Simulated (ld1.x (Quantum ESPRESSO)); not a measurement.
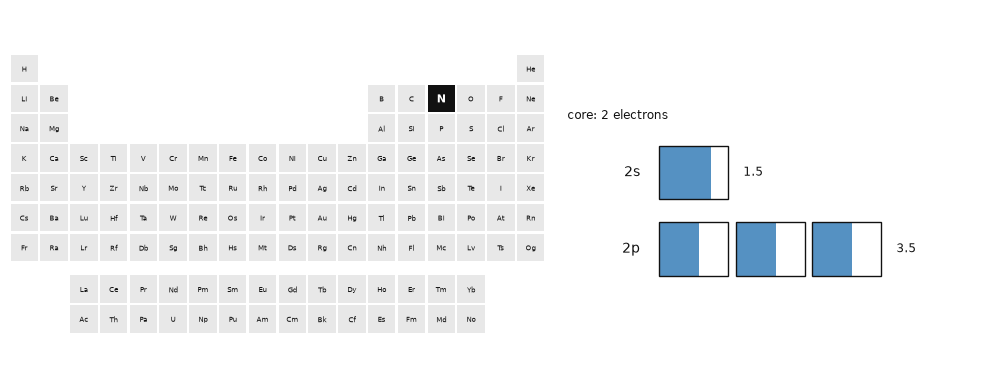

**Figure 1.** Left, the place of nitrogen in the periodic table; right, the valence shells of the reference configuration: a box for each of the 2l + 1 orbitals, shaded by the share of the shell that is filled, with the electron count at the right. The shells are those of the unaltered input.

**Pseudopotential generation, with input and output: N**

- system: nitrogen (N, Z = 7), core [He], reference valence 2s1.5 2p3.5, valence charge 5. (This line and the method describe the unaltered input from which the odd one was made.)
- method: RRKJ potential, PBE, scalar-relativistic, made with ld1.x (Quantum ESPRESSO) 7.5

### The input
```
 &input
   title='N', zed=7., rel=1, dft='PBE', iswitch=3,
   config='[He] 2s1.5 2p3.5 3d-2',
   nld=3, rlderiv=1.40, eminld=-3.0, emaxld=5.0, deld=0.02
 /
 &inputp
   pseudotype=2, zval=4.0, tm=.false., rho0=0.02, lloc=1,
   nlcc=.true., new_core_ps=.true.,
   file_pseudopw='N.UPF', file_wfcaegen='ae.wfc', file_wfcncgen='nc.wfc', file_beta='beta', file_chi='chi'
 /
3
2S  1  0   1.50   0.00  0.75  0.75  0.0
3D  3  2  -2.00   0.45  1.30  1.30  0.0
2P  2  1   3.50   0.00  1.30  1.30  0.0
 &test
   configts(1)='2s1.5 2p3.5'
 /
```

Hardware: 1 CPU thread, shared host.

Run as:
```bash
ld1.x < N.in > N.out
```

### Output
```
     Program LD1 v.7.5

 %%%%%%%%%%%%%%%%%%%%%%%%%%%%%%%%%%%%%%%%%%%%%%%%%%%%%%%%%%%%%%%%%%%%%%%%%%%%%%
     Error in routine ld1_readin (1):
     supplied (  4.00) and calculated (  5.00) valence charge do not match
 %%%%%%%%%%%%%%%%%%%%%%%%%%%%%%%%%%%%%%%%%%%%%%%%%%%%%%%%%%%%%%%%%%%%%%%%%%%%%%

     stopping ...
```

### Outcome

- outcome: refused by the program

### What went wrong

The input is odd on purpose: valence charge typed as zval=4.0. The generator stopped with the message “ld1_readin: supplied (  4.00) and calculated (  5.00) valence charge do not match”.
